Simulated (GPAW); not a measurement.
**SnCCl2 (chair-type functionalised monolayer): G0W0 on several meshes in GPAW**

How does the mesh move the gap of SnCCl2 (chair-type functionalised monolayer)?

Method: PBE and many-body steps on it, plane waves, in GPAW 26.7.0.

## 1. The structure

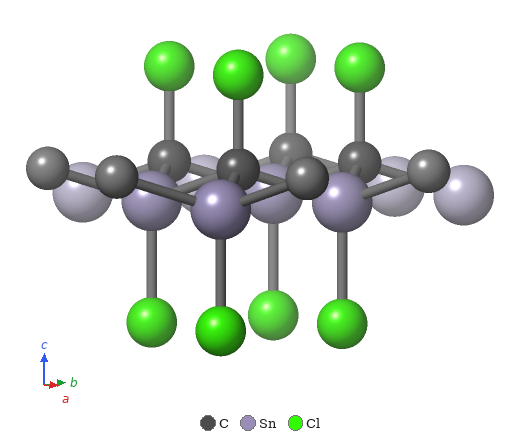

The starting structure, seen from the side, with the c axis up (carbon dark grey, tin purple, chlorine green). 2×2×1 cells are drawn. Some periodic images of atoms are drawn too.

The cell holds 4 atoms: 1 C, 1 Sn and 2 Cl. Cell: a = 3.699 Å, b = 3.699 Å, c = 15.700 Å, α = 90.0°, β = 90.0°, γ = 120.0°. Vacuum lies along c.

Structure file:

```
C Sn Cl
1.0
     3.69914    0.00000    0.00000
    -1.84957    3.20355    0.00000
     0.00000    0.00000   15.70000
C Sn Cl
1 1 2
Direct
  0.33333 0.66667 0.53840
  0.66667 0.33333 0.49619
  0.33333 0.66667 0.65446
  0.66667 0.33333 0.34770
```

The structure was relaxed with PBE. The runs that relaxed it are not among those shown.

## 2. Empty states on the mesh, 9×9×1 mesh, 206 bands

This step: GPAW 26.7.0; DFT, PBE, plane waves, PAW.

The sums over transitions need many empty states on a uniform mesh; this step solves for them.

run.py reads:

```python
import json
import numpy as np
from gpaw.mpi import world
from gpaw import GPAW

calc = GPAW('gs.gpw').fixed_density(kpts={'size': (9, 9, 1), 'gamma': True},
    nbands=240,
    convergence={'bands': 206},
    txt='nscf.txt')
calc.write('full.gpw', mode='all')
res = {}
kpts = calc.get_ibz_k_points()
res['kpts'] = kpts
res['eigenvalues'] = [calc.get_eigenvalues(kpt=k) for k in range(len(kpts))]
res['n_electrons'] = calc.get_number_of_electrons()

if world.rank == 0:
    with open('result.json', 'w') as f:
        json.dump(res, f, default=lambda x: x.tolist())
```

Run with:

```sh
$ mpirun -n 4 gpaw python run.py
```

Numbers of over 12 decimals in the logs are rounded to 6 here.

The program printed:

```text
Diagonalizing LCAO Hamiltonian
Converting LCAO to pw mode
convergence criteria:
- Maximum integral of absolute [eigenst]ate change: 4e-08 eV^2 / valence electron
maximum number of iterations: 100

SCF iterations
|iter     |     time |      energy | eigst |  dens |
|iter:   1|  |             | +4.40 |       |
|iter:   2|  |             | +3.19 |       |
|iter:   3|  |             | +2.09 |       |
[...]
|iter:  15|  |             | -7.06 |       |
|iter:  16|  |             | -7.39 |       |
|iter:  17|  |             | -7.69c|       |
SCF steps: 17
  __  _  _
 | _ |_)|_||  |
 |__||  | ||/\| - 26.7.0

Input parameters:
  mode=PW(ecut=600.0),
  convergence={'bands': 206},
  gpts=array([21, 21, 90]),
  kpts=MonkhorstPack(size=(9, 9, 1), gamma=True),
  maxiter=100,
  nbands=240,
  occupations=Occupations(name='fermi-dirac', width=0.001, fixmagmom=False),
  parallel={},
  xc=XC(name='PBE')
# Writing to full.gpw (mode='all')
  [... matrices ...]

timing:  # [seconds]
  Total: 0.089  # ━━━━━━━━━━━━━━━━━━━━━━━━━━━━━━━━━━━━━━━━━━━━━━━━━━━━━━━━━━━
```

Elapsed: 3 min, on 4 MPI ranks of Arm Neoverse V1, shared host; peak memory 1.5 GiB; 12 min of CPU time.

Numbers from this step:

| Quantity | Value |
| --- | --- |
| gap | 0.8705 eV |
| k of the valence top | 0, 0, 0 |
| k of the conduction bottom | 0, 0, 0 |
| least direct gap | 0.8705 eV |
| k points computed | 12 |
| lowest point of the top converged band, above the valence top | 57.6531 eV |

On this mesh the gap is 0.871 eV.

## 3. 9×9×1

G0W0 replaces the xc potential by the self-energy, built once from these orbitals. Only a window of levels is corrected, while the sums run over the empty bands that the input names.

This step: G0W0 on PBE, plane waves, PAW.

run.py reads:

```python
import json
import numpy as np
from gpaw.mpi import world
from gpaw.response.g0w0 import G0W0

gw = G0W0('full.gpw',
    filename='gw',
    kpts=[0],
    bands=(14, 18),
    ecut=36,
    nbands=91,
    truncation='2D',
    integrate_gamma='sphere',
    q0_correction=True,
    frequencies={'type': 'nonlinear', 'domega0': 0.15, 'omega2': 15.0},
    eta=0.1,
    nblocksmax=True)
gw.calculate()
res = {mode: {k: v for k, v in r.items() if k != 'sigma_eskwn'}
       for mode, r in gw.all_results.items()}

if world.rank == 0:
    with open('result.json', 'w') as f:
        json.dump(res, f, default=lambda x: x.tolist())
```

Run with:

```sh
$ mpirun -n 4 gpaw python run.py
```

The program printed:

```text
Using integrator: PointIntegrator
NonLinearFrequencyDescriptor(from 0.000 to 54.458 eV, 146 points)
Nonperiodic BCs:  [False False  True]
Using integrator: PointIntegrator
NonLinearFrequencyDescriptor(from 0.000 to 54.458 eV, 146 points)
Nonperiodic BCs:  [False False  True]
Applying analytical 2D correction to W:
    Evaluating Gamma point contribution to W on a 19x19x1 grid
  ___  _ _ _
 |   || | | |
 | | || | | |
 |__ ||_____|
 |___|

BZ k-points: Symmetries present (total): 6

  [... matrices ...]
81 k-points: 9 x 9 x 1 Monkhorst-Pack grid
12 k-points in the irreducible part of the Brillouin zone
       k-points in crystal coordinates                weights
   0:     0.00000000    0.00000000    0.00000000          1/81
   1:     0.11111111    0.00000000    0.00000000          6/81
   2:     0.22222222   -0.11111111    0.00000000          6/81
   3:     0.22222222    0.00000000    0.00000000          6/81
   4:     0.33333333   -0.11111111    0.00000000         12/81
   5:     0.33333333    0.00000000    0.00000000          6/81
   6:     0.33333333    0.33333333    0.00000000          2/81
   7:     0.44444444   -0.22222222    0.00000000          6/81
   8:     0.44444444   -0.11111111    0.00000000         12/81
   9:     0.44444444    0.00000000    0.00000000          6/81
          ...
  11:     0.44444444    0.44444444    0.00000000          6/81

Distributing spins, k-points and bands (1 x 1 x 4) over 1 process
Number of blocks: 4

Quasi particle states:
k-points (IBZ indices): [0]
Band range: (14, 18)
  [... matrices ...]
Computational parameters:
Plane wave cut-off: 36 eV
Number of bands: 91
Coulomb cutoff: 2D
Broadening: 0.1 eV

fxc modes: GW
Kernel: RPA
Using full-frequency real axis integration
Summing all q:

Calculating screened Coulomb potential
2D Coulomb truncation
NonLinearFrequencyDescriptor(from 0.000 to 54.458 eV, 146 points)
Removing empty qpoint cache files...

Calculating chi0 body with:
    Ground state adapter containing:
    Number of spins: 1
    Number of kpoints: 81
    Number of irreducible kpoints: 12
    Number of completely occupied states: 16
    Number of partially occupied states: 16
    Occupied states memory: 9.68994140625 M / cpu

    Linear response parametrization:
    q_c: [0.0, 0.0, 0.0]
    Number of frequency points: 146
    Planewave cutoff: 36.0
    Number of bands: 91
    Number of planewaves: 81
    Broadening (eta): 0.1
    comm.size: 4
    kncomm.size: 1
    blockcomm.size: 4

    Memory estimate of potentially large arrays:
        chi0_wGG: 3.654121 M / cpu
Integrating chi0 body.

Symmetries of q_c:
    Direct symmetries (Uq -> q): 6
    Indirect symmetries (TUq -> q): 6
In total 12 allowed symmetries.

  [... matrices ...]
12 groups of equivalent kpoints. 85.185185% reduction.

Integral kind: spectral function
Integrating chi0 head and wings.

Symmetries of q_c:
    Direct symmetries (Uq -> q): 6
    Indirect symmetries (TUq -> q): 6
In total 12 allowed symmetries.

  [... matrices ...]
12 groups of equivalent kpoints. 85.185185% reduction.

Integral kind: spectral function wings

Calculating chi0 body with:
    Ground state adapter containing:
    Number of spins: 1
    Number of kpoints: 81
    Number of irreducible kpoints: 12
    Number of completely occupied states: 16
    Number of partially occupied states: 16
    Occupied states memory: 9.68994140625 M / cpu

[... the further q-points ...]

Results:
f:      Occupation numbers
eps:     KS-eigenvalues [eV]
vxc:     KS vxc [eV]
exx:     Exact exchange [eV]
sigma:   Self-energies [eV]
dsigma:  Self-energy derivatives
Z:       Renormalization factors
qp:      QP-energies [eV]

k-point 0 (0): (0.000, 0.000, 0.000)                GW
band       f     eps     vxc     exx   sigma  dsigma       Z      qp
                                                                   GW
  14   1.000  -1.570 -16.746 -19.127   2.132  -0.363   0.734  -1.753
  15   1.000  -1.570 -16.746 -19.127   2.132  -0.363   0.734  -1.753
  16   0.000  -0.699 -14.779 -10.931  -2.197  -0.340   0.746   0.533
  17   0.000   0.982 -12.727  -8.268  -2.809  -0.341   0.746   2.212
```

The job ended after 3 min (4 MPI ranks; peak memory 2.7 GiB; 12 min of CPU time).

This step gave:

* G0W0 gap on the points computed: 2.285 eV
* least direct G0W0 gap on the computed points: 2.285 eV
* Z at the valence top: 0.7339
* Z at the conduction bottom: 0.7464
* starting gap on the mesh: 0.8705 eV
* k of the valence top: 0, 0, 0
* k of the conduction bottom: 0, 0, 0

The gap on the mesh goes from 0.87 eV to 2.29 eV, a correction of +1.41 eV.

## 4. Empty states on the mesh, 6×6×1 mesh, 101 bands

This step: DFT, PBE, plane waves, PAW.

run.py reads:

```python
import json
import numpy as np
from gpaw.mpi import world
from gpaw import GPAW

calc = GPAW('gs.gpw').fixed_density(kpts={'size': (6, 6, 1), 'gamma': True},
    nbands=117,
    convergence={'bands': 101},
    txt='nscf.txt')
calc.write('full.gpw', mode='all')
res = {}
kpts = calc.get_ibz_k_points()
res['kpts'] = kpts
res['eigenvalues'] = [calc.get_eigenvalues(kpt=k) for k in range(len(kpts))]
res['n_electrons'] = calc.get_number_of_electrons()

if world.rank == 0:
    with open('result.json', 'w') as f:
        json.dump(res, f, default=lambda x: x.tolist())
```

Run with:

```sh
$ mpirun -n 4 gpaw python run.py
```

The program printed:

```text
Diagonalizing LCAO Hamiltonian
Converting LCAO to pw mode
convergence criteria:
- Maximum integral of absolute [eigenst]ate change: 4e-08 eV^2 / valence electron
maximum number of iterations: 100

SCF iterations
|iter     |     time |      energy | eigst |  dens |
|iter:   1|  |             | +3.98 |       |
|iter:   2|  |             | +2.68 |       |
|iter:   3|  |             | +1.63 |       |
[...]
|iter:  14|  |             | -7.14 |       |
|iter:  15|  |             | -7.34 |       |
|iter:  16|  |             | -7.90c|       |
SCF steps: 16
  __  _  _
 | _ |_)|_||  |
 |__||  | ||/\| - 26.7.0

Input parameters:
  mode=PW(ecut=600.0),
  convergence={'bands': 101},
  gpts=array([21, 21, 90]),
  kpts=MonkhorstPack(size=(6, 6, 1), gamma=True),
  maxiter=100,
  nbands=117,
  occupations=Occupations(name='fermi-dirac', width=0.001, fixmagmom=False),
  parallel={},
  xc=XC(name='PBE')
# Writing to full.gpw (mode='all')
  [... matrices ...]

timing:  # [seconds]
  Total: 0.045  # ━━━━━━━━━━━━━━━━━━━━━━━━━━━━━━━━━━━━━━━━━━━━━━━━━━━━━━━━━━━
```

The job ended after 46 s (4 MPI ranks; peak memory 1.1 GiB; 3.1 min of CPU time).

This step gave:

```yaml
gap: 0.8705 eV
k_of_the_valence_top: 0, 0, 0
k_of_the_conduction_bottom: 0, 0, 0
least_direct_gap: 0.8705 eV
k_points_computed: 7
lowest_point_of_the_top_converged_band_above_the_valence_top: 33.92 eV
```

On this mesh the gap is 0.871 eV.

## 5. 6×6×1

This step: G0W0 on PBE, plane waves, PAW.

run.py reads:

```python
import json
import numpy as np
from gpaw.mpi import world
from gpaw.response.g0w0 import G0W0

gw = G0W0('full.gpw',
    filename='gw',
    kpts=[0],
    bands=(14, 18),
    ecut=36,
    nbands=91,
    truncation='2D',
    integrate_gamma='sphere',
    q0_correction=True,
    frequencies={'type': 'nonlinear', 'domega0': 0.15, 'omega2': 15.0},
    eta=0.1,
    nblocksmax=True)
gw.calculate()
res = {mode: {k: v for k, v in r.items() if k != 'sigma_eskwn'}
       for mode, r in gw.all_results.items()}

if world.rank == 0:
    with open('result.json', 'w') as f:
        json.dump(res, f, default=lambda x: x.tolist())
```

Run with:

```sh
$ mpirun -n 4 gpaw python run.py
```

The program printed:

```text
Using integrator: PointIntegrator
NonLinearFrequencyDescriptor(from 0.000 to 54.458 eV, 146 points)
Nonperiodic BCs:  [False False  True]
Using integrator: PointIntegrator
NonLinearFrequencyDescriptor(from 0.000 to 54.458 eV, 146 points)
Nonperiodic BCs:  [False False  True]
Applying analytical 2D correction to W:
    Evaluating Gamma point contribution to W on a 27x27x1 grid
  ___  _ _ _
 |   || | | |
 | | || | | |
 |__ ||_____|
 |___|

BZ k-points: Symmetries present (total): 6

  [... matrices ...]
36 k-points: 6 x 6 x 1 Monkhorst-Pack grid + [1/12,1/12,0.000000]
7 k-points in the irreducible part of the Brillouin zone
       k-points in crystal coordinates                weights
   0:     0.00000000    0.00000000    0.00000000          1/36
   1:     0.16666667    0.00000000    0.00000000          6/36
   2:     0.33333333   -0.16666667    0.00000000          6/36
   3:     0.33333333    0.00000000    0.00000000          6/36
   4:     0.33333333    0.33333333    0.00000000          2/36
   5:     0.50000000    0.33333333    0.00000000         12/36
   6:     0.50000000    0.50000000    0.00000000          3/36

Distributing spins, k-points and bands (1 x 1 x 4) over 1 process
Number of blocks: 4

Quasi particle states:
k-points (IBZ indices): [0]
Band range: (14, 18)
  [... matrices ...]
Computational parameters:
Plane wave cut-off: 36 eV
Number of bands: 91
Coulomb cutoff: 2D
Broadening: 0.1 eV

fxc modes: GW
Kernel: RPA
Using full-frequency real axis integration
Summing all q:

Calculating screened Coulomb potential
2D Coulomb truncation
NonLinearFrequencyDescriptor(from 0.000 to 54.458 eV, 146 points)
Removing empty qpoint cache files...

Calculating chi0 body with:
    Ground state adapter containing:
    Number of spins: 1
    Number of kpoints: 36
    Number of irreducible kpoints: 7
    Number of completely occupied states: 16
    Number of partially occupied states: 16
    Occupied states memory: 9.68994140625 M / cpu

    Linear response parametrization:
    q_c: [1.3877787807814457e-17, 1.3877787807814457e-17, 0.0]
    Number of frequency points: 146
    Planewave cutoff: 36.0
    Number of bands: 91
    Number of planewaves: 81
    Broadening (eta): 0.1
    comm.size: 4
    kncomm.size: 1
    blockcomm.size: 4

    Memory estimate of potentially large arrays:
        chi0_wGG: 3.654121 M / cpu
Integrating chi0 body.

Symmetries of q_c:
    Direct symmetries (Uq -> q): 6
    Indirect symmetries (TUq -> q): 6
In total 12 allowed symmetries.

  [... matrices ...]
7 groups of equivalent kpoints. 80.555556% reduction.

Integral kind: spectral function
Integrating chi0 head and wings.

Symmetries of q_c:
    Direct symmetries (Uq -> q): 6
    Indirect symmetries (TUq -> q): 6
In total 12 allowed symmetries.

  [... matrices ...]
7 groups of equivalent kpoints. 80.555556% reduction.

Integral kind: spectral function wings

Calculating chi0 body with:
    Ground state adapter containing:
    Number of spins: 1
    Number of kpoints: 36
    Number of irreducible kpoints: 7
    Number of completely occupied states: 16
    Number of partially occupied states: 16
[... the further q-points ...]

Results:
f:      Occupation numbers
eps:     KS-eigenvalues [eV]
vxc:     KS vxc [eV]
exx:     Exact exchange [eV]
sigma:   Self-energies [eV]
dsigma:  Self-energy derivatives
Z:       Renormalization factors
qp:      QP-energies [eV]

k-point 0 (0): (0.000, 0.000, 0.000)                GW
band       f     eps     vxc     exx   sigma  dsigma       Z      qp
                                                                   GW
  14   1.000  -1.570 -16.746 -19.196   2.245  -0.416   0.706  -1.714
  15   1.000  -1.570 -16.746 -19.196   2.245  -0.416   0.706  -1.714
  16   0.000  -0.699 -14.779 -10.802  -2.358  -0.414   0.707   0.445
  17   0.000   0.982 -12.727  -8.264  -2.874  -0.408   0.710   2.110
```

Elapsed: 49 s, on 4 MPI ranks; peak memory 1.9 GiB.

Numbers from this step:

| Property | Result |
| --- | --- |
| G0W0 gap on the points computed | 2.160 eV |
| least direct G0W0 gap on the computed points | 2.160 eV |
| Z at the valence top | 0.7060 |
| Z at the conduction bottom | 0.7073 |
| starting gap on the mesh | 0.8705 eV |
| k of the valence top | 0, 0, 0 |
| k of the conduction bottom | 0, 0, 0 |

Against G0W0 in GPAW (9×9×1 mesh, 91 bands, screening to 36 eV, full frequency, Hilbert transform), the gap moves by −0.126 eV.

## 6. The runs together

Times are wall times on 4 MPI ranks of Arm Neoverse V1, shared host, good to a factor of about two.

```
  run   mesh  bands  screening cutoff (eV)  DFT gap (eV)  gap on the mesh (eV)  direct (eV)   time
9×9×1  9×9×1     91                     36         0.871                 2.285        2.285  3 min
6×6×1  6×6×1     91                     36         0.871                 2.160        2.160   49 s
```

## 7. What came out

| Property | Result |
| --- | --- |
| 9×9×1 | 2.285 eV |
| 6×6×1 | 2.160 eV |
| known limits | not at the basis limit; no spin-orbit coupling |

What this shows: 6×6×1: −0.126 eV against 9×9×1. Bands and cutoff are finite, so the gap is not at the basis limit. The miss can reach some tenths of an eV and take either sign; the mesh is an error of its own. These stock PAW sets were not made for GW. In the G0W0 runs levels were corrected at 1 k point alone, so a gap called «on the mesh» is the least over those, and an edge elsewhere would be missed. Mesh or cutoff lie under what a gap needs, so these runs test behaviour and cost; their gaps are not to be quoted. The many-body steps are scalar-relativistic: spin-orbit coupling is not in them.

[Paths, hosts, dates, memory and timing lines, banners, echoed tables and standing remarks are left out of the program output.]

[Logs are printed without paths, hosts, clocks, repeated set-up lines and the standing remarks that a program may print on its own settings, such as how far it seeks lower states.]

[Runs of the session that timed out or met a known fault of the program may be left out.]

[Hosts, paths, dates, database ids (printed as entryN), source tags and the programs' standing remarks are cut or masked in the printed files.]
